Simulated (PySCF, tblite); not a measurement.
# Cl2: protonation

What do calculations give for the protonation of Cl2 (`ClCl`)?

Programs: tblite 0.8.0 and PySCF 2.14.0, with routines of our own; each step states its level. All values are computed. Atoms count from 0.

## 1. The starting structure

2 atoms, charge 0, multiplicity 1; geometry from: start built from the parent or by distance geometry.

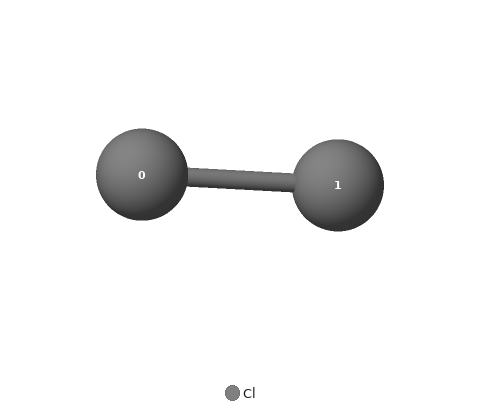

The starting geometry (chlorine grey).

## 2. Geometry optimisation with GFN2-xTB

The job: settings as JSON, then the geometry in Å.

```
{"job": {"kind": "relax", "xc": "GFN2-xTB", "basis": "xTB"}, "charge": 0, "multiplicity": 1}
Cl     1.055200    -0.006100    -0.005300
Cl    -1.049700     0.008700    -0.023000
```

The run is started by

```bash
> OMP_NUM_THREADS=1 python redox_run.py task.json out
```

The driver reads the jobs from task.json and runs them one after another.

Output:

```text
step      E/eV     max force
  0    -247.00223    1.267
  1    -247.03979    0.796
  2    -247.06043    0.155
  3    -247.06113    0.014
  4    -247.06114    0.000
```

It took 0.01 s on 1 thread of Intel Xeon 6975P-C, shared host.

Along the way:

| step | energy from step 0 (eV) | largest force (eV/Å) |
| --- | --- | --- |
| 0 | 0.0000 | 1.2671 |
| 1 | -0.0376 | 0.7961 |
| 2 | -0.0582 | 0.1550 |
| 3 | -0.0589 | 0.0140 |
| 4 | -0.0589 | 0.0000 |

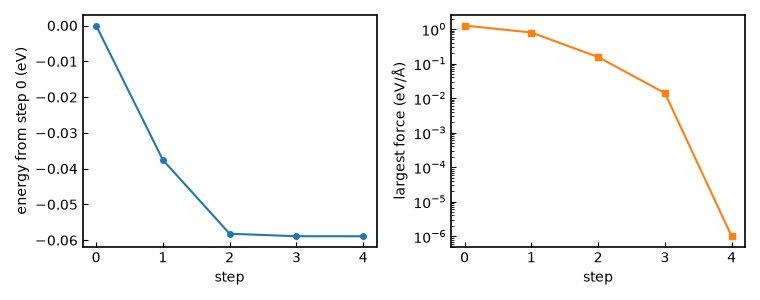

Energy and force, step by step.

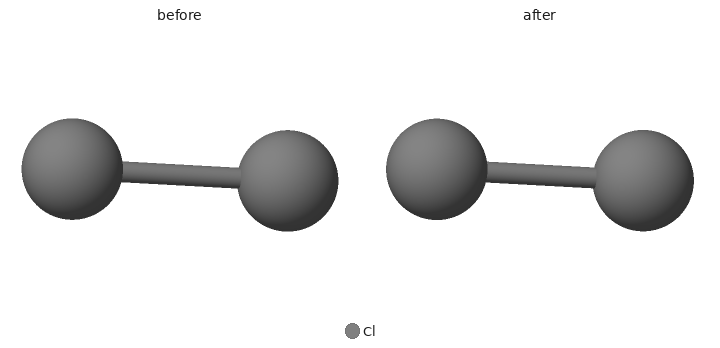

Before and after, at one scale.

The bond:

| bond | before (Å) | after (Å) | change (Å) |
| --- | --- | --- | --- |
| Cl0–Cl1 | 2.105 | 2.017 | -0.088 |

The end geometry stands in the next job.

## 3. Infrared spectrum with GFN2-xTB

The job: settings as JSON, then the geometry in Å.

```
{"job": {"kind": "ir", "xc": "GFN2-xTB", "basis": "xTB"}, "charge": 0, "multiplicity": 1}
Cl     1.011128    -0.005808    -0.005653
Cl    -1.005614     0.008344    -0.022644
```

Output:

```text
mode    cm-1     km/mol
  1     510.0      0.00
ZPE 3.051  H(298)-E 12.296  G(298)-E -54.296 kJ/mol  S 223.35 J/(mol K)
```

Run time: 0.04 s. Hardware: 1 thread of Intel Xeon 6975P-C, shared host.

Which atoms move in the most intense modes:

| cm⁻¹ | km/mol | atoms |
| --- | --- | --- |
| 510 | 0.0 | Cl1 50 %, Cl0 50 % |

## 4. Geometry optimisation at PBE0-D3(BJ)/def2-SVP

The job: settings as JSON, then the geometry in Å.

```
{"job": {"xc": "PBE0", "basis": "def2-SVP", "d3": "d3bj", "grid": 1, "kind": "geom"}, "charge": 0, "multiplicity": 1}
Cl     1.011128    -0.005808    -0.005653
Cl    -1.005614     0.008344    -0.022644
```

Output:

```text
step   0  E = -919.76301824  max force = 0.003149
step   1  E = -919.76304383  max force = 0.000298
step   2  E = -919.76304409  max force = 0.000006
optimisation converged
```

It took 0.65 s on 1 thread of Intel Xeon 6975P-C, shared host.

Along the way:

| step | energy from step 0 (eV) | largest force component (eV/Å) |
| --- | --- | --- |
| 0 | 0.0000 | 0.1619 |
| 1 | -0.0007 | 0.0153 |
| 2 | -0.0007 | 0.0003 |

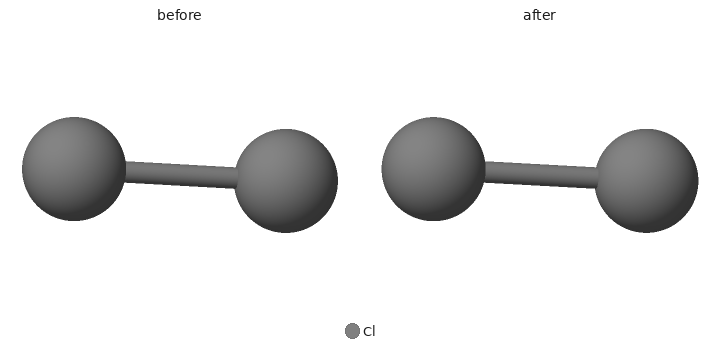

Before and after, at one scale.

The bond:

| bond | before (Å) | after (Å) | change (Å) |
| --- | --- | --- | --- |
| Cl0–Cl1 | 2.017 | 2.026 | +0.009 |

The end geometry stands in the next job.

| at the end point | value |
| --- | --- |
| point group (found at 0.08 Å tolerance) | Dinfh |
| rotational constants (GHz, main isotopes) | 7.044, 7.044 |
| dipole moment (D) | 0.00 |

## 5. Harmonic vibrations (Cl₂): PBE0-D3(BJ)/def2-SVP

The job: settings as JSON, then the geometry in Å.

```
{"job": {"xc": "PBE0", "basis": "def2-SVP", "d3": "d3bj", "grid": 2, "kind": "hessian"}, "charge": 0, "multiplicity": 1}
Cl     1.015512    -0.006634    -0.004708
Cl    -1.010047     0.009175    -0.023595
```

Output:

```text
coarse grid: 3248 points
cycle   1  E = -919.6695047640  dE =  8.125e-02  |g| = 1.269e-01  |ddm| = 1.570e+00
cycle   2  E = -919.6718418828  dE = -2.337e-03  |g| = 8.549e-02  |ddm| = 1.601e-01
cycle   3  E = -919.6737348695  dE = -1.893e-03  |g| = 9.980e-03  |ddm| = 7.683e-02
cycle   4  E = -919.6737596425  dE = -2.477e-05  |g| = 1.402e-03  |ddm| = 1.024e-02
cycle   5  E = -919.6737600598  dE = -4.172e-07  |g| = 4.144e-05  |ddm| = 2.100e-03
final grid: 23496 points
cycle   6  E = -919.7630217709  dE = -3.149e-06  |g| = 1.165e-03  |ddm| = 5.461e-03
cycle   7  E = -919.7630220161  dE = -2.452e-07  |g| = 5.791e-04  |ddm| = 2.624e-03
cycle   8  E = -919.7630220876  dE = -7.156e-08  |g| = 3.731e-05  |ddm| = 8.236e-04
cycle   9  E = -919.7630220880  dE = -3.388e-10  |g| = 1.067e-05  |ddm| = 3.889e-05
cycle  10  E = -919.7630220880  dE = -3.013e-11  |g| = 1.753e-07  |ddm| = 8.798e-06
converged SCF energy = -919.7630220880

mode    cm-1
  1     527.7
ZPE 3.156  H(298)-E 12.369  G(298)-E -54.194 kJ/mol  S 223.25 J/(mol K)
```

Wall time 1.8 s (1 thread of Intel Xeon 6975P-C, shared host).

Zero-point energy 3.16 kJ/mol (xTB gave 3.05).

## 6. Single point (Cl2): B3LYP-D3(BJ)/def2-TZVP

Geometry: PBE0-D3(BJ)/def2-SVP.

The job: settings as JSON, then the geometry in Å.

```
{"job": {"kind": "sp", "xc": "B3LYP", "basis": "def2-TZVP", "d3": "d3bj", "grid": 2}, "charge": 0, "multiplicity": 1}
Cl     1.015512    -0.006634    -0.004708
Cl    -1.010047     0.009175    -0.023595
```

Output:

```text
coarse grid: 3248 points
cycle   1  E = -920.4241295619  dE =  1.025e-01  |g| = 1.540e-01  |ddm| = 1.270e+00
cycle   2  E = -920.4263023060  dE = -2.173e-03  |g| = 8.535e-02  |ddm| = 1.227e-01
cycle   3  E = -920.4276326801  dE = -1.330e-03  |g| = 3.375e-02  |ddm| = 6.982e-02
cycle   4  E = -920.4279087094  dE = -2.760e-04  |g| = 2.256e-03  |ddm| = 2.332e-02
cycle   5  E = -920.4279096315  dE = -9.221e-07  |g| = 4.689e-04  |ddm| = 2.848e-03
final grid: 23496 points
cycle   6  E = -920.4239944522  dE = -3.627e-06  |g| = 2.781e-03  |ddm| = 7.383e-03
cycle   7  E = -920.4239947295  dE = -2.773e-07  |g| = 1.878e-03  |ddm| = 3.447e-03
cycle   8  E = -920.4239952063  dE = -4.768e-07  |g| = 2.978e-04  |ddm| = 1.659e-03
cycle   9  E = -920.4239952276  dE = -2.124e-08  |g| = 1.925e-05  |ddm| = 1.886e-04
cycle  10  E = -920.4239952277  dE = -8.174e-11  |g| = 2.082e-06  |ddm| = 2.420e-05
converged SCF energy = -920.4239952277
```

It took 0.37 s on 1 thread of Intel Xeon 6975P-C, shared host.

## 7. Protonation: B3LYP-D3(BJ)/def2-TZVP

This step combines the energies above: geometries from PBE0-D3(BJ)/def2-SVP, zero-point and thermal terms from PBE0-D3(BJ)/def2-SVP.

The job: settings as JSON, then the geometry in Å.

```
{"job": {"kind": "pa", "geom": {"xc": "PBE0", "basis": "def2-SVP", "d3": "d3bj", "grid": 1}, "hess": 1, "level": {"xc": "B3LYP", "basis": "def2-TZVP", "d3": "d3bj"}}, "charge": 0, "multiplicity": 1}
Cl     1.015512    -0.006634    -0.004708
Cl    -1.010047     0.009175    -0.023595
```

Output (the driver's rows laid out field by field):

```text
protonation site by site, B3LYP-D3(BJ)/def2-TZVP // PBE0-D3(BJ)/def2-SVP

row 1
  formula                 Cl2H
  charge                  1
  multiplicity            1
  smiles                  Cl[ClH+]
  kept                    yes
  pieces                  1
  point_group             Cs
  atom                    0
  element                 Cl
  electronic              570.78
  enthalpy                554.58
  free_energy             530.85
  share_gas               1.0
```

Wall time 10 s (1 thread of Intel Xeon 6975P-C, shared host).

Some single points behind these values are not shown above.

Energy given off on adding a proton (kJ/mol, gas phase, 298 K for the thermal columns):

| site | product | electronic | enthalpy | free energy |
| --- | --- | --- | --- | --- |
| Cl0 | Cl[ClH+] | 570.8 | 554.6 | 530.9 |

## 8. Single point (Cl2): wavefunction

Geometry: PBE0-D3(BJ)/def2-SVP.

The job: settings as JSON, then the geometry in Å.

```
{"job": {"kind": "sp", "xc": "CCSD(T)", "basis": "jun-cc-pV(T+d)Z", "grid": 2}, "charge": 0, "multiplicity": 1}
Cl     1.015512    -0.006634    -0.004708
Cl    -1.010047     0.009175    -0.023595
```

Level: wavefunction single point, frozen core, gas phase.

Output:

```text
final grid: 23496 points
cycle   1  E = -918.9831943669  dE =  6.786e-02  |g| = 2.622e-01  |ddm| = 1.091e+00
cycle   2  E = -918.9979568975  dE = -1.476e-02  |g| = 1.264e-01  |ddm| = 1.840e-01
cycle   3  E = -919.0006364893  dE = -2.680e-03  |g| = 2.004e-02  |ddm| = 5.487e-02
cycle   4  E = -919.0008665325  dE = -2.300e-04  |g| = 4.878e-03  |ddm| = 1.788e-02
cycle   5  E = -919.0008816940  dE = -1.516e-05  |g| = 7.670e-04  |ddm| = 5.473e-03
cycle   6  E = -919.0008819973  dE = -3.033e-07  |g| = 1.479e-04  |ddm| = 7.416e-04
cycle   7  E = -919.0008820062  dE = -8.923e-09  |g| = 2.008e-05  |ddm| = 1.713e-04
converged SCF energy = -919.0008820062
E(HF, exact integrals) = -919.0009930884
E(MP2) = -919.3833514300
E(CCSD) = -919.4170456240
E(CCSD(T)) = -919.4358741486
T1 diagnostic = 0.0089
```

Wall time 6.3 s (1 thread of Intel Xeon 6975P-C, shared host); peak memory 0.55 GiB.

## 9. Single point (HCl₂+): wavefunction

Geometry: PBE0-D3(BJ)/def2-SVP.

The job: settings as JSON, then the geometry in Å.

```
{"job": {"kind": "sp", "xc": "CCSD(T)", "basis": "jun-cc-pV(T+d)Z", "grid": 2}, "charge": 1, "multiplicity": 1}
Cl     1.018919     0.753910     0.095670
Cl    -0.593329    -0.460330    -0.259651
H      1.963890    -0.169977     0.136357
```

Method: wavefunction single point, frozen core, gas phase.

Output:

```text
final grid: 28864 points
cycle   1  E = -919.1290030259  dE =  5.975e-01  |g| = 5.070e-01  |ddm| = 1.210e+00
cycle   2  E = -919.2009130880  dE = -7.191e-02  |g| = 2.665e-01  |ddm| = 4.917e-01
cycle   3  E = -919.2137682652  dE = -1.286e-02  |g| = 3.913e-02  |ddm| = 1.383e-01
cycle   4  E = -919.2144943003  dE = -7.260e-04  |g| = 1.440e-02  |ddm| = 4.320e-02
cycle   5  E = -919.2146048832  dE = -1.106e-04  |g| = 4.808e-03  |ddm| = 1.440e-02
cycle   6  E = -919.2146229774  dE = -1.809e-05  |g| = 1.656e-03  |ddm| = 6.659e-03
cycle   7  E = -919.2146249509  dE = -1.973e-06  |g| = 5.496e-04  |ddm| = 2.277e-03
cycle   8  E = -919.2146252101  dE = -2.593e-07  |g| = 1.640e-04  |ddm| = 9.347e-04
cycle   9  E = -919.2146252385  dE = -2.839e-08  |g| = 5.544e-05  |ddm| = 3.290e-04
cycle  10  E = -919.2146252430  dE = -4.438e-09  |g| = 3.195e-05  |ddm| = 1.227e-04
converged SCF energy = -919.2146252430
E(HF, exact integrals) = -919.2147436513
E(MP2) = -919.5970918401
E(CCSD) = -919.6353099248
E(CCSD(T)) = -919.6539544790
T1 diagnostic = 0.0107
```

It took 13 s on 1 thread of Intel Xeon 6975P-C, shared host; peak memory 0.87 GiB.

## 10. Protonation: CCSD(T)/jun-cc-pV(T+d)Z

This step combines the energies above: geometries from PBE0-D3(BJ)/def2-SVP, zero-point and thermal terms from PBE0-D3(BJ)/def2-SVP.

The job: settings as JSON, then the geometry in Å.

```
{"job": {"kind": "pa", "geom": {"xc": "PBE0", "basis": "def2-SVP", "d3": "d3bj", "grid": 1}, "hess": 1, "level": {"xc": "CCSD(T)", "basis": "jun-cc-pV(T+d)Z"}}, "charge": 0, "multiplicity": 1}
Cl     1.015512    -0.006634    -0.004708
Cl    -1.010047     0.009175    -0.023595
```

Output (the driver's rows laid out field by field):

```text
protonation site by site, CCSD(T)/jun-cc-pV(T+d)Z // PBE0-D3(BJ)/def2-SVP

row 1
  formula                 Cl2H
  charge                  1
  multiplicity            1
  smiles                  Cl[ClH+]
  kept                    yes
  pieces                  1
  point_group             Cs
  atom                    0
  element                 Cl
  electronic              572.57
  enthalpy                556.37
  free_energy             532.63
  share_gas               1.0
```

Run time: 20 s. Hardware: 1 thread of Intel Xeon 6975P-C, shared host; peak memory 0.87 GiB.

Energy given off on adding a proton (kJ/mol, gas phase, 298 K for the thermal columns):

| site | product | electronic | enthalpy | free energy |
| --- | --- | --- | --- | --- |
| Cl0 | Cl[ClH+] | 572.6 | 556.4 | 532.6 |

## 11. Single point (Cl₂): wavefunction

Geometry: PBE0-D3(BJ)/def2-SVP.

The job: settings as JSON, then the geometry in Å.

```
{"job": {"kind": "sp", "xc": "MP2", "basis": "jun-cc-pV(T+d)Z", "grid": 2}, "charge": 0, "multiplicity": 1}
Cl     1.015512    -0.006634    -0.004708
Cl    -1.010047     0.009175    -0.023595
```

With the program's defaults for keys left out, this is: wavefunction single point, frozen core, gas phase.

Output:

```text
final grid: 23496 points
cycle   1  E = -918.9831943669  dE =  6.786e-02  |g| = 2.622e-01  |ddm| = 1.091e+00
cycle   2  E = -918.9979568975  dE = -1.476e-02  |g| = 1.264e-01  |ddm| = 1.840e-01
cycle   3  E = -919.0006364893  dE = -2.680e-03  |g| = 2.004e-02  |ddm| = 5.487e-02
cycle   4  E = -919.0008665325  dE = -2.300e-04  |g| = 4.878e-03  |ddm| = 1.788e-02
cycle   5  E = -919.0008816940  dE = -1.516e-05  |g| = 7.670e-04  |ddm| = 5.473e-03
cycle   6  E = -919.0008819973  dE = -3.033e-07  |g| = 1.479e-04  |ddm| = 7.416e-04
cycle   7  E = -919.0008820062  dE = -8.923e-09  |g| = 2.008e-05  |ddm| = 1.713e-04
converged SCF energy = -919.0008820062
E(HF, exact integrals) = -919.0009930884
E(MP2) = -919.3833514855
```

It took 0.99 s on 1 thread of Intel Xeon 6975P-C, shared host.

## 12. Single point (HCl2+): wavefunction

Geometry: PBE0-D3(BJ)/def2-SVP.

The job: settings as JSON, then the geometry in Å.

```
{"job": {"kind": "sp", "xc": "MP2", "basis": "jun-cc-pV(T+d)Z", "grid": 2}, "charge": 1, "multiplicity": 1}
Cl     1.018919     0.753910     0.095670
Cl    -0.593329    -0.460330    -0.259651
H      1.963890    -0.169977     0.136357
```

Method: wavefunction single point, frozen core, gas phase.

Output:

```text
final grid: 28864 points
cycle   1  E = -919.1290030259  dE =  5.975e-01  |g| = 5.070e-01  |ddm| = 1.210e+00
cycle   2  E = -919.2009130880  dE = -7.191e-02  |g| = 2.665e-01  |ddm| = 4.917e-01
cycle   3  E = -919.2137682652  dE = -1.286e-02  |g| = 3.913e-02  |ddm| = 1.383e-01
cycle   4  E = -919.2144943003  dE = -7.260e-04  |g| = 1.440e-02  |ddm| = 4.320e-02
cycle   5  E = -919.2146048832  dE = -1.106e-04  |g| = 4.808e-03  |ddm| = 1.440e-02
cycle   6  E = -919.2146229774  dE = -1.809e-05  |g| = 1.656e-03  |ddm| = 6.659e-03
cycle   7  E = -919.2146249509  dE = -1.973e-06  |g| = 5.496e-04  |ddm| = 2.277e-03
cycle   8  E = -919.2146252101  dE = -2.593e-07  |g| = 1.640e-04  |ddm| = 9.347e-04
cycle   9  E = -919.2146252385  dE = -2.839e-08  |g| = 5.544e-05  |ddm| = 3.290e-04
cycle  10  E = -919.2146252430  dE = -4.438e-09  |g| = 3.195e-05  |ddm| = 1.227e-04
converged SCF energy = -919.2146252430
E(HF, exact integrals) = -919.2147436513
E(MP2) = -919.5970919067
```

Run time: 1.4 s. Hardware: 1 thread of Intel Xeon 6975P-C, shared host.

## 13. Protonation: MP2/jun-cc-pV(T+d)Z

This step combines the energies above: geometries from PBE0-D3(BJ)/def2-SVP, zero-point and thermal terms from PBE0-D3(BJ)/def2-SVP.

The job: settings as JSON, then the geometry in Å.

```
{"job": {"kind": "pa", "geom": {"xc": "PBE0", "basis": "def2-SVP", "d3": "d3bj", "grid": 1}, "hess": 1, "level": {"xc": "MP2", "basis": "jun-cc-pV(T+d)Z"}}, "charge": 0, "multiplicity": 1}
Cl     1.015512    -0.006634    -0.004708
Cl    -1.010047     0.009175    -0.023595
```

Output (the driver's rows laid out field by field):

```text
protonation site by site, MP2/jun-cc-pV(T+d)Z // PBE0-D3(BJ)/def2-SVP

row 1
  formula                 Cl2H
  charge                  1
  multiplicity            1
  smiles                  Cl[ClH+]
  kept                    yes
  pieces                  1
  point_group             Cs
  atom                    0
  element                 Cl
  electronic              561.18
  enthalpy                544.98
  free_energy             521.24
  share_gas               1.0
```

It took 2.5 s on 1 thread of Intel Xeon 6975P-C, shared host.

Energy given off on adding a proton (kJ/mol, gas phase, 298 K for the thermal columns):

| site | product | electronic | enthalpy | free energy |
| --- | --- | --- | --- | --- |
| Cl0 | Cl[ClH+] | 561.2 | 545.0 | 521.2 |

## 14. Single point (Cl2): HF/jun-cc-pV(T+d)Z

Geometry: PBE0-D3(BJ)/def2-SVP.

The job: settings as JSON, then the geometry in Å.

```
{"job": {"kind": "sp", "xc": "HF", "basis": "jun-cc-pV(T+d)Z", "grid": 2}, "charge": 0, "multiplicity": 1}
Cl     1.015512    -0.006634    -0.004708
Cl    -1.010047     0.009175    -0.023595
```

Output:

```text
final grid: 23496 points
cycle   1  E = -918.9831943669  dE =  6.786e-02  |g| = 2.622e-01  |ddm| = 1.091e+00
cycle   2  E = -918.9979568975  dE = -1.476e-02  |g| = 1.264e-01  |ddm| = 1.840e-01
cycle   3  E = -919.0006364893  dE = -2.680e-03  |g| = 2.004e-02  |ddm| = 5.487e-02
cycle   4  E = -919.0008665325  dE = -2.300e-04  |g| = 4.878e-03  |ddm| = 1.788e-02
cycle   5  E = -919.0008816940  dE = -1.516e-05  |g| = 7.670e-04  |ddm| = 5.473e-03
cycle   6  E = -919.0008819973  dE = -3.033e-07  |g| = 1.479e-04  |ddm| = 7.416e-04
cycle   7  E = -919.0008820062  dE = -8.923e-09  |g| = 2.008e-05  |ddm| = 1.713e-04
converged SCF energy = -919.0008820062
```

It took 0.17 s on 1 thread of Intel Xeon 6975P-C, shared host.

## 15. Single point (HCl₂+): HF/jun-cc-pV(T+d)Z

Geometry: PBE0-D3(BJ)/def2-SVP.

The job: settings as JSON, then the geometry in Å.

```
{"job": {"kind": "sp", "xc": "HF", "basis": "jun-cc-pV(T+d)Z", "grid": 2}, "charge": 1, "multiplicity": 1}
Cl     1.018919     0.753910     0.095670
Cl    -0.593329    -0.460330    -0.259651
H      1.963890    -0.169977     0.136357
```

Output:

```text
final grid: 28864 points
cycle   1  E = -919.1290030259  dE =  5.975e-01  |g| = 5.070e-01  |ddm| = 1.210e+00
cycle   2  E = -919.2009130880  dE = -7.191e-02  |g| = 2.665e-01  |ddm| = 4.917e-01
cycle   3  E = -919.2137682652  dE = -1.286e-02  |g| = 3.913e-02  |ddm| = 1.383e-01
cycle   4  E = -919.2144943003  dE = -7.260e-04  |g| = 1.440e-02  |ddm| = 4.320e-02
cycle   5  E = -919.2146048832  dE = -1.106e-04  |g| = 4.808e-03  |ddm| = 1.440e-02
cycle   6  E = -919.2146229774  dE = -1.809e-05  |g| = 1.656e-03  |ddm| = 6.659e-03
cycle   7  E = -919.2146249509  dE = -1.973e-06  |g| = 5.496e-04  |ddm| = 2.277e-03
cycle   8  E = -919.2146252101  dE = -2.593e-07  |g| = 1.640e-04  |ddm| = 9.347e-04
cycle   9  E = -919.2146252385  dE = -2.839e-08  |g| = 5.544e-05  |ddm| = 3.290e-04
cycle  10  E = -919.2146252430  dE = -4.438e-09  |g| = 3.195e-05  |ddm| = 1.227e-04
converged SCF energy = -919.2146252430
```

Run time: 0.27 s. Hardware: 1 thread of Intel Xeon 6975P-C, shared host.

## 16. Protonation: HF/jun-cc-pV(T+d)Z

This step combines the energies above: geometries from PBE0-D3(BJ)/def2-SVP, zero-point and thermal terms from PBE0-D3(BJ)/def2-SVP.

The job: settings as JSON, then the geometry in Å.

```
{"job": {"kind": "pa", "geom": {"xc": "PBE0", "basis": "def2-SVP", "d3": "d3bj", "grid": 1}, "hess": 1, "level": {"xc": "HF", "basis": "jun-cc-pV(T+d)Z"}}, "charge": 0, "multiplicity": 1}
Cl     1.015512    -0.006634    -0.004708
Cl    -1.010047     0.009175    -0.023595
```

Output (the driver's rows laid out field by field):

```text
protonation site by site, HF/jun-cc-pV(T+d)Z // PBE0-D3(BJ)/def2-SVP

row 1
  formula                 Cl2H
  charge                  1
  multiplicity            1
  smiles                  Cl[ClH+]
  kept                    yes
  pieces                  1
  point_group             Cs
  atom                    0
  element                 Cl
  electronic              561.18
  enthalpy                544.98
  free_energy             521.25
  share_gas               1.0
```

Run time: 0.5 s. Hardware: 1 thread of Intel Xeon 6975P-C, shared host.

Energy given off on adding a proton (kJ/mol, gas phase, 298 K for the thermal columns):

| site | product | electronic | enthalpy | free energy |
| --- | --- | --- | --- | --- |
| Cl0 | Cl[ClH+] | 561.2 | 545.0 | 521.2 |

## 17. Summary of results

| quantity | value |
| --- | --- |
| highest mode | 510 cm⁻¹, infrared intensity under 0.5 km/mol |
| zero-point energy (GFN2-xTB) | 0.7 kcal/mol |
| point group | Dinfh |
| rotational constants (main isotopes) | 7.04, 7.04 GHz |
| proton affinity (−ΔH), Cl0 (B3LYP-D3(BJ)/def2-TZVP) | 554.6 kJ/mol |
| proton affinity (−ΔH), Cl0 (CCSD(T)/jun-cc-pV(T+d)Z) | 556.4 kJ/mol |
| proton affinity (−ΔH), Cl0 (MP2/jun-cc-pV(T+d)Z) | 545.0 kJ/mol |
| proton affinity (−ΔH), Cl0 (HF/jun-cc-pV(T+d)Z) | 545.0 kJ/mol |

**Reading.** The one mode is real. Unscaled tight-binding wavenumbers are off by several per cent, some by more. Its intensities can rank the bands wrongly. With PBE0/def2-SVP, its start was all but relaxed already: 2 steps gained 0.7 meV. The proton affinity (−ΔH) at Cl0 is 554.6 kJ/mol at B3LYP-D3(BJ)/def2-TZVP; zero-point and thermal terms move it by -16.2 kJ/mol from the electronic value.
